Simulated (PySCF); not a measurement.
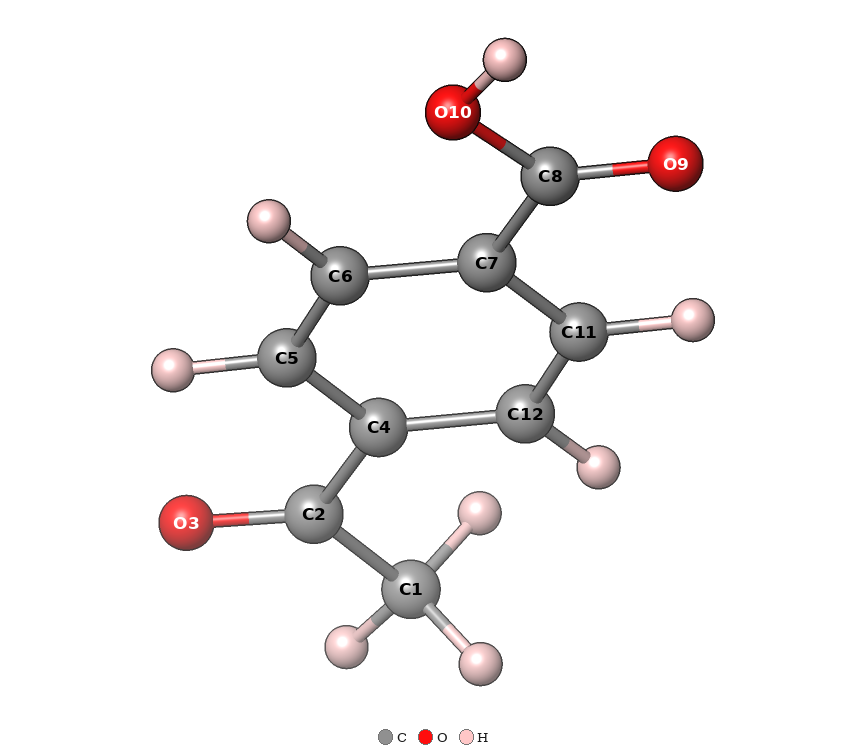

Distant atoms are faded towards the background colour. The computed structure is the end point of a PBE0-D3(BJ)/def2-SVP optimisation. No frequency run is at hand to confirm it as a minimum.

How is the 6-membered ring C4–C5–C6–C7–C11–C12 puckered?

It is planar. The Cremer–Pople amplitude Q is 0.00 Å.

Give the torsion angles round the ring, beginning with the bond from its second to its third atom.

0°, 0°, 0°, 0°, 0°, 0°.
